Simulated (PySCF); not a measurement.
**[TaOF4]−: how settings move a single point**

Aim: repeat the single point on relaxed [TaOF4]− with altered settings, some of them bad on purpose. The structure is generated, not taken from experiment.

Method: TPSS, Ta def2-SVP with ECP60, O def2-SVP, F def2-SVP; scalar-relativistic core potentials, no spin–orbit coupling; program: PySCF 2.14.0.

2 further runs of the same task are left out: 1 for a known fault of the program, 1 set aside as unsound or not needed.

## Step 1: The starting structure

6 atoms, charge -1, spin multiplicity 1.

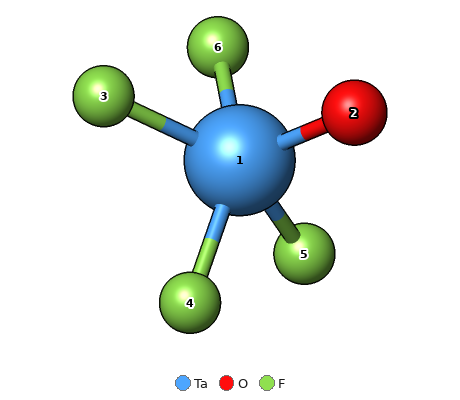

The structure; tantalum blue, oxygen red, fluorine green; atoms are numbered from 1 in the order of the file.

Geometry (Å):

```xyz
6
charge -1, multiplicity 1
Ta    0.00000    0.00000    0.08136
O     0.00000    0.00000    1.84250
F     1.86602    0.00000   -0.46574
F     0.00000    1.86602   -0.46574
F    -1.86602    0.00000   -0.46574
F     0.00000   -1.86602   -0.46574
```

Formal oxidation states: Ta +5. An earlier session relaxed this geometry at TPSS, Ta def2-SVP with ECP60, O def2-SVP, F def2-SVP (singlet, point group C4v).

The sound run used a (50, 194) grid (finer on f atoms), a threshold of 1e-8 and at most 55 cycles, and ended at -531.729973 Eh.

## Step 2: Altered run 1

run.py (the lines that set the calculation)

```python
mol = gto.M(atom='''
Ta     0.00000     0.00000     0.08136
O      0.00000     0.00000     1.84250
F      1.86602     0.00000    -0.46574
F      0.00000     1.86602    -0.46574
F     -1.86602     0.00000    -0.46574
F      0.00000    -1.86602    -0.46574''',
    basis={'Ta': 'def2-SVP', 'O': 'def2-SVP', 'F': 'def2-SVP'},
    ecp={'Ta': 'def2-SVP'},
    charge=-1, spin=0)
mf = dft.RKS(mol, xc='TPSS')
mf.grids.atom_grid = (50, 194)
mf = mf.density_fit()  # fitting sets: Ta def2-universal-JKFIT, O def2-universal-JKFIT, F def2-universal-JKFIT
mf.conv_tol = 1e-05; mf.max_cycle = 55
mf.kernel(dm0)  # dm0: free metal ions and neutral atoms
```

The run is started by

```console
$ OMP_NUM_THREADS=2 python run.py
```

Log:

```text
init E= -542.743149984489
  HOMO = -0.0138381088869117  LUMO = 0.173622197845386  gap/eV = 5.10105
cycle= 1 E= -531.395658313234  delta_E= 11.3  |g|= 1.44  |ddm|= 3.27
  HOMO = -0.0261943972131058  LUMO = 0.0407406006863589  gap/eV = 1.82139
cycle= 2 E= -529.460560682958  delta_E= 1.94  |g|= 3.43  |ddm|= 2.95
  HOMO = -0.169079345118186  LUMO = 0.125074525485286  gap/eV = 8.00433
cycle= 3 E= -531.334574006537  delta_E= -1.87  |g|= 1.39  |ddm|= 2.59
  HOMO = -0.0991992530875922  LUMO = 0.0923378990053401  gap/eV = 5.21199
cycle= 4 E= -531.719120107223  delta_E= -0.385  |g|= 0.229  |ddm|= 1.09
  HOMO = -0.0789936529431698  LUMO = 0.128863883220681  gap/eV = 5.65609
cycle= 5 E= -531.726405332079  delta_E= -0.00729  |g|= 0.127  |ddm|= 0.232
  HOMO = -0.0912396091027788  LUMO = 0.114445013629133  gap/eV = 5.59696
cycle= 6 E= -531.729577083964  delta_E= -0.00317  |g|= 0.0429  |ddm|= 0.107
  HOMO = -0.0929747261243664  LUMO = 0.115443724048564  gap/eV = 5.67135
cycle= 7 E= -531.729944610095  delta_E= -0.000368  |g|= 0.0121  |ddm|= 0.0247
  HOMO = -0.0936961008135795  LUMO = 0.115600686098869  gap/eV = 5.69526
cycle= 8 E= -531.729973249913  delta_E= -2.86e-05  |g|= 0.000638  |ddm|= 0.00796
  HOMO = -0.0936293909393293  LUMO = 0.115640573939118  gap/eV = 5.69453
cycle= 9 E= -531.729973338893  delta_E= -8.9e-08  |g|= 0.000203  |ddm|= 0.000753
  HOMO = -0.0936768193119085  LUMO = 0.115664433255642  gap/eV = 5.69647
Extra cycle  E= -531.72997323251  delta_E= 1.06e-07  |g|= 0.000744  |ddm|= 0.000662
converged SCF energy = -531.72997323251
```

Run time: 5.4 s. Hardware: 2 threads of AMD EPYC 7B13 (Zen 3), shared host.

Changed: the SCF threshold (1e-05). It converges in 9 cycles, at the sound run's energy within 0.001 eV, with a largest force component of 0.00 eV/Å. The result survives the change.

## Step 3: Altered run 2

Edit run.py (the lines that set the calculation) of step 2 so:

```diff
@@ -11,5 +11,5 @@
 mf = dft.RKS(mol, xc='TPSS')
-mf.grids.atom_grid = (50, 194)
+mf.grids.atom_grid = (30, 86)
 mf = mf.density_fit()  # fitting sets: Ta def2-universal-JKFIT, O def2-universal-JKFIT, F def2-universal-JKFIT
-mf.conv_tol = 1e-05; mf.max_cycle = 55
+mf.conv_tol = 1e-08; mf.max_cycle = 55
 mf.kernel(dm0)  # dm0: free metal ions and neutral atoms
```

The run is started by

```console
$ OMP_NUM_THREADS=2 python run.py
```

Log:

```text
init E= -542.736145913259
  HOMO = -0.0122036433608734  LUMO = 0.173819877406835  gap/eV = 5.06196
cycle= 1 E= -531.388474353819  delta_E= 11.3  |g|= 1.44  |ddm|= 3.27
  HOMO = -0.0273121392867169  LUMO = 0.0413547001701602  gap/eV = 1.86852
cycle= 2 E= -529.478040691879  delta_E= 1.91  |g|= 3.41  |ddm|= 2.94
  HOMO = -0.167379058938902  LUMO = 0.12540170106177  gap/eV = 7.96697
cycle= 3 E= -531.331538247425  delta_E= -1.85  |g|= 1.38  |ddm|= 2.58
  HOMO = -0.100103281393622  LUMO = 0.0931718755738409  gap/eV = 5.25928
cycle= 4 E= -531.71273908094  delta_E= -0.381  |g|= 0.226  |ddm|= 1.08
  HOMO = -0.0798952781618111  LUMO = 0.129765679585308  gap/eV = 5.70517
cycle= 5 E= -531.719861771356  delta_E= -0.00712  |g|= 0.126  |ddm|= 0.232
  HOMO = -0.0920980528829079  LUMO = 0.115357564585366  gap/eV = 5.64515
cycle= 6 E= -531.723016903574  delta_E= -0.00316  |g|= 0.0417  |ddm|= 0.107
  HOMO = -0.0938273461899298  LUMO = 0.116307155638463  gap/eV = 5.71805
cycle= 7 E= -531.723364727329  delta_E= -0.000348  |g|= 0.0116  |ddm|= 0.0241
  HOMO = -0.0945125857060266  LUMO = 0.116457526440563  gap/eV = 5.74079
cycle= 8 E= -531.723390958228  delta_E= -2.62e-05  |g|= 0.000606  |ddm|= 0.00758
  HOMO = -0.0944506485710855  LUMO = 0.116497396815802  gap/eV = 5.74019
cycle= 9 E= -531.723391034755  delta_E= -7.65e-08  |g|= 0.000209  |ddm|= 0.000711
  HOMO = -0.0944555425668444  LUMO = 0.116503684343076  gap/eV = 5.74049
cycle= 10 E= -531.723391043696  delta_E= -8.94e-09  |g|= 3.47e-05  |ddm|= 0.000134
  HOMO = -0.094466048338026  LUMO = 0.116507502391524  gap/eV = 5.74088
Extra cycle  E= -531.723391039951  delta_E= 3.75e-09  |g|= 0.000139  |ddm|= 0.000121
converged SCF energy = -531.723391039951
```

It took 4.2 s on 2 threads of AMD EPYC 7B13 (Zen 3), shared host.

Changed: the integration grid, to (30, 86). It converges in 10 cycles, +0.179 eV from the sound run, with a largest force component of 0.52 eV/Å. The setting is unsound, so these numbers aren't the compound's.

## Step 4: Altered run 3

Edit run.py (the lines that set the calculation) of step 3 so:

```diff
@@ -9,7 +9,7 @@
     ecp={'Ta': 'def2-SVP'},
-    charge=-1, spin=0)
+    charge=4, spin=0)
 mf = dft.RKS(mol, xc='TPSS')
-mf.grids.atom_grid = (30, 86)
+mf.grids.atom_grid = (50, 194)
 mf = mf.density_fit()  # fitting sets: Ta def2-universal-JKFIT, O def2-universal-JKFIT, F def2-universal-JKFIT
-mf.conv_tol = 1e-08; mf.max_cycle = 55
+mf.conv_tol = 1e-08; mf.max_cycle = 68
 mf.kernel(dm0)  # dm0: free metal ions and neutral atoms
```

The run is started by

```console
$ OMP_NUM_THREADS=2 python run.py
```

Log:

```text
RuntimeError: Electron number 53 and spin 0 are not consistent
Note mol.spin = 2S = Nalpha - Nbeta, not 2S+1
```

Hardware: 2 threads of AMD EPYC 7B13 (Zen 3), shared host.

Changed: the charge (by +5); the cycle limit is 68. The program refuses it: the number of electrons and the spin don't fit.

## Step 5: Altered run 4

run.py (the lines that set the calculation)

```python
mol = gto.M(atom='''
Ta     0.00000     0.00000     0.08542
O      0.00000     0.00000     1.93462
F      1.95932     0.00000    -0.48902
F      0.00000     1.95932    -0.48902
F     -1.95932     0.00000    -0.48902
F      0.00000    -1.95932    -0.48902''',
    basis={'Ta': 'def2-SVP', 'O': 'def2-SVP', 'F': 'def2-SVP'},
    ecp={'Ta': 'def2-SVP'},
    charge=-1, spin=0)
mf = dft.RKS(mol, xc='TPSS')
mf.grids.atom_grid = (50, 194)
mf = mf.density_fit()  # fitting sets: Ta def2-universal-JKFIT, O def2-universal-JKFIT, F def2-universal-JKFIT
mf.conv_tol = 1e-08; mf.max_cycle = 55
mf.kernel(dm0)  # dm0: free metal ions and neutral atoms
```

The run is started by

```console
$ OMP_NUM_THREADS=2 python run.py
```

Log:

```text
init E= -542.554037597479
  HOMO = -0.0148800591305888  LUMO = 0.167374188369702  gap/eV = 4.95939
cycle= 1 E= -531.338197362759  delta_E= 11.2  |g|= 1.51  |ddm|= 3.21
  HOMO = -0.0380676494904855  LUMO = 0.00607583628359265  gap/eV = 1.20121
cycle= 2 E= -528.866915926969  delta_E= 2.47  |g|= 3.75  |ddm|= 3.16
  HOMO = -0.176620004489719  LUMO = 0.0968314287122166  gap/eV = 7.44099
cycle= 3 E= -531.096631648661  delta_E= -2.23  |g|= 1.67  |ddm|= 2.86
  HOMO = -0.105868091341425  LUMO = 0.0472760553337643  gap/eV = 4.16726
cycle= 4 E= -531.683885333437  delta_E= -0.587  |g|= 0.324  |ddm|= 1.36
  HOMO = -0.0782018999950679  LUMO = 0.0907271072592231  gap/eV = 4.59679
cycle= 5 E= -531.696993746991  delta_E= -0.0131  |g|= 0.203  |ddm|= 0.289
  HOMO = -0.0947204428427823  LUMO = 0.0724527846828913  gap/eV = 4.54902
cycle= 6 E= -531.703687044852  delta_E= -0.00669  |g|= 0.106  |ddm|= 0.15
  HOMO = -0.0976793407786264  LUMO = 0.0748529859321678  gap/eV = 4.69484
cycle= 7 E= -531.705837125575  delta_E= -0.00215  |g|= 0.0361  |ddm|= 0.0527
  HOMO = -0.099348724533952  LUMO = 0.0755598489343647  gap/eV = 4.75950
cycle= 8 E= -531.706097684771  delta_E= -0.000261  |g|= 0.00206  |ddm|= 0.0241
  HOMO = -0.0991079434205341  LUMO = 0.0756176762641658  gap/eV = 4.75453
cycle= 9 E= -531.706098604196  delta_E= -9.19e-07  |g|= 0.000925  |ddm|= 0.0026
  HOMO = -0.0991482656654094  LUMO = 0.0756359033858942  gap/eV = 4.75612
cycle= 10 E= -531.7060987946  delta_E= -1.9e-07  |g|= 8.46e-05  |ddm|= 0.000636
  HOMO = -0.0991542380758007  LUMO = 0.0756379742392497  gap/eV = 4.75634
cycle= 11 E= -531.706098796133  delta_E= -1.53e-09  |g|= 1.42e-05  |ddm|= 6.99e-05
  HOMO = -0.0991499878157093  LUMO = 0.0756362040230947  gap/eV = 4.75617
Extra cycle  E= -531.706098795214  delta_E= 9.19e-10  |g|= 6.72e-05  |ddm|= 5.62e-05
converged SCF energy = -531.706098795214
```

Run time: 5.2 s. Hardware: 2 threads of AMD EPYC 7B13 (Zen 3), shared host.

Changed: the scale of all coordinates (1.05). It converges in 11 cycles, +0.650 eV from the sound run, with a largest force component of 3.86 eV/Å. The setting is unsound, so these numbers aren't the compound's.

## Step 6: Altered run 5

run.py (the lines that set the calculation)

```python
mol = gto.M(atom='''
Ta     0.00000     0.00000     0.08136
O      0.00000     0.00000     1.84250
F      1.86602     0.00000    -0.46574
F      0.00000     1.86602    -0.46574
F     -1.86602     0.00000    -0.46574
F      0.00000    -1.86602    -0.46574''',
    basis={'Ta': 'def2-SVP', 'O': 'def2-SVP', 'F': 'def2-SVP'},
    ecp={'Ta': 'def2-SVP'},
    charge=-1, spin=0)
mf = dft.RKS(mol, xc='TPSS')
mf.grids.atom_grid = (50, 194)
mf = mf.density_fit()  # fitting sets: Ta def2-universal-JKFIT, O def2-universal-JKFIT, F def2-universal-JKFIT
mf.conv_tol = 1e-08; mf.max_cycle = 55
mf.kernel(dm0)  # dm0: smeared density
```

The run is started by

```console
$ OMP_NUM_THREADS=2 python run.py
```

Log:

```text
init E= -531.693809404015
  HOMO = -0.0984519701398596  LUMO = 0.117664830436652  gap/eV = 5.88084
cycle= 1 E= -531.728981786525  delta_E= -0.0352  |g|= 0.0678  |ddm|= 0.124
  HOMO = -0.0805854422374271  LUMO = 0.107018810504087  gap/eV = 5.10497
cycle= 2 E= -531.713805204814  delta_E= 0.0152  |g|= 0.282  |ddm|= 0.243
  HOMO = -0.0942417255001895  LUMO = 0.114742271069101  gap/eV = 5.68674
cycle= 3 E= -531.729905866876  delta_E= -0.0161  |g|= 0.0188  |ddm|= 0.191
  HOMO = -0.0933609603839135  LUMO = 0.115474133451066  gap/eV = 5.68269
cycle= 4 E= -531.729969186921  delta_E= -6.33e-05  |g|= 0.00448  |ddm|= 0.0147
  HOMO = -0.0935647837898342  LUMO = 0.115700922615918  gap/eV = 5.69441
cycle= 5 E= -531.729973288337  delta_E= -4.1e-06  |g|= 0.000532  |ddm|= 0.00315
  HOMO = -0.0936384209362186  LUMO = 0.115640347980126  gap/eV = 5.69477
cycle= 6 E= -531.729973346535  delta_E= -5.82e-08  |g|= 6.76e-05  |ddm|= 0.000468
  HOMO = -0.0936351836892341  LUMO = 0.115649407241371  gap/eV = 5.69492
cycle= 7 E= -531.729973347517  delta_E= -9.82e-10  |g|= 1.21e-05  |ddm|= 7.11e-05
  HOMO = -0.0936356941567759  LUMO = 0.115645615377574  gap/eV = 5.69483
Extra cycle  E= -531.729973347378  delta_E= 1.39e-10  |g|= 2.82e-05  |ddm|= 3.19e-05
converged SCF energy = -531.729973347378
```

Wall time 4.4 s (2 threads of AMD EPYC 7B13 (Zen 3), shared host).

Changed: the starting guess (smeared density). It converges in 7 cycles, at the sound run's energy within 0.001 eV, with a largest force component of 0.01 eV/Å. The result survives the change.

## Step 7: Altered run 6

Edit run.py (the lines that set the calculation) of step 6 so:

```diff
@@ -4,3 +4,3 @@
 F      1.86602     0.00000    -0.46574
-F      0.00000     1.86602    -0.46574
+F      0.00000     0.47980    -0.05932
 F     -1.86602     0.00000    -0.46574
@@ -13,3 +13,3 @@
 mf = mf.density_fit()  # fitting sets: Ta def2-universal-JKFIT, O def2-universal-JKFIT, F def2-universal-JKFIT
-mf.conv_tol = 1e-08; mf.max_cycle = 55
-mf.kernel(dm0)  # dm0: smeared density
+mf.conv_tol = 1e-08; mf.max_cycle = 69
+mf.kernel(dm0)  # dm0: free metal ions and neutral atoms
```

The run is started by

```console
$ OMP_NUM_THREADS=2 python run.py
```

Log:

```text
init E= -461.043905836802
  HOMO = 0.141824020759421  LUMO = 0.146465401171234  gap/eV = 0.12630
cycle= 1 E= -494.929144490866  delta_E= -33.9  |g|= 1.48  |ddm|= 11.2
  HOMO = 0.0299105160179742  LUMO = 0.098010074287777  gap/eV = 1.85308
cycle= 2 E= -489.521180628354  delta_E= 5.41  |g|= 4.18  |ddm|= 6.55
  HOMO = -0.0368071204296929  LUMO = 0.0174566042633835  gap/eV = 1.47659
cycle= 3 E= -494.548312348589  delta_E= -5.03  |g|= 1.83  |ddm|= 5.52
  HOMO = -0.00603284874100041  LUMO = 0.054117453368185  gap/eV = 1.63677
cycle= 4 E= -495.210645644136  delta_E= -0.662  |g|= 0.613  |ddm|= 1.24
  HOMO = 0.0533040655109097  LUMO = 0.0718618084020277  gap/eV = 0.50498
cycle= 5 E= -495.227166506536  delta_E= -0.0165  |g|= 0.603  |ddm|= 1.06
  HOMO = 0.0551294266729141  LUMO = 0.0731356688918441  gap/eV = 0.48997
cycle= 6 E= -495.295503236286  delta_E= -0.0683  |g|= 0.139  |ddm|= 0.79
  HOMO = 0.045963639719952  LUMO = 0.0691684346984016  gap/eV = 0.63143
cycle= 7 E= -495.295921996725  delta_E= -0.000419  |g|= 0.127  |ddm|= 0.264
  HOMO = 0.0512300342421617  LUMO = 0.0720509195301025  gap/eV = 0.56657
cycle= 8 E= -495.298776372898  delta_E= -0.00285  |g|= 0.0318  |ddm|= 0.127
  HOMO = 0.052147061972469  LUMO = 0.0713511386175989  gap/eV = 0.52257
cycle= 9 E= -495.298997723866  delta_E= -0.000221  |g|= 0.00944  |ddm|= 0.0334
  HOMO = 0.0525418437284432  LUMO = 0.0713245630140172  gap/eV = 0.51110
cycle= 10 E= -495.299017916874  delta_E= -2.02e-05  |g|= 0.00188  |ddm|= 0.0117
  HOMO = 0.0525814700101083  LUMO = 0.0713287334469511  gap/eV = 0.51014
cycle= 11 E= -495.299018642235  delta_E= -7.25e-07  |g|= 0.000231  |ddm|= 0.00246
  HOMO = 0.0525776025786474  LUMO = 0.0713272720261484  gap/eV = 0.51020
cycle= 12 E= -495.299018651551  delta_E= -9.32e-09  |g|= 5e-05  |ddm|= 0.000288
  HOMO = 0.0525660529040886  LUMO = 0.0713230680919764  gap/eV = 0.51040
Extra cycle  E= -495.299018646261  delta_E= 5.29e-09  |g|= 0.000166  |ddm|= 0.000239
converged SCF energy = -495.299018646261
```

Run time: 6 s. Hardware: 2 threads of AMD EPYC 7B13 (Zen 3), shared host.

Changed: one atom's place (atom 4 put 0.5 Å from the metal); the cycle limit is 69. It converges in 12 cycles, +991.337 eV from the sound run, with a largest force component of 5194.14 eV/Å. The setting is unsound, so these numbers aren't the compound's.

## Step 8: Results

| run | changed | ending | energy change (eV) | cycles | time | usable |
| --- | --- | --- | --- | --- | --- | --- |
| 1 | the SCF threshold | converged | 0.000 | 9 | 5.4 s | yes |
| 2 | the integration grid | converged | +0.179 | 10 | 4.2 s | no |
| 3 | the charge | refused | – | – | 0 s | no |
| 4 | the scale of all coordinates | converged | +0.650 | 11 | 5.2 s | no |
| 5 | the starting guess | converged | 0.000 | 7 | 4.4 s | yes |
| 6 | one atom's place | converged | +991.337 | 12 | 6 s | no |

2 of 6 altered runs give a usable result. 3 ended normally with numbers unfit to quote.
